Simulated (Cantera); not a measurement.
A closed system holds: 1 mol Si, 0.08 mol CO2, 2.4 mol N2, at 1573 K.

Cantera equilibrium calculation (NASA polynomials, part measured and part estimated; ideal gas, pure solids and liquids). Candidate condensed phases: C, Si, SiC, SiO2, Si2N2O, Si3N4; 34 gas species. Mutual solubility and eutectic melting of coexisting phases are not modelled. The tables' values for SiN are old estimates; treat these amounts as uncertain. The numbers say what is thermodynamically allowed, not how fast it happens.

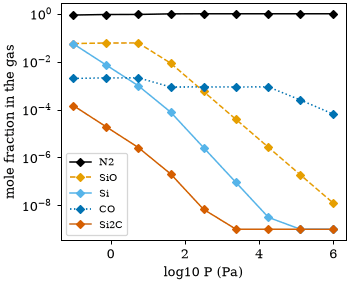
*Equilibrium gas composition (values under 1e-9 drawn at 1e-9)*

From 0.100 Pa to 5.60 Pa the condensed part is Si(s) + SiC(s). From 42.0 Pa to 0.180 bar the condensed part is SiC(s) + Si2N2O(s) + Si3N4(s). From 1.30 bar to 10.0 bar the condensed part is C(graphite) + Si2N2O(s) + Si3N4(s). The main Si-bearing gas is SiO throughout.
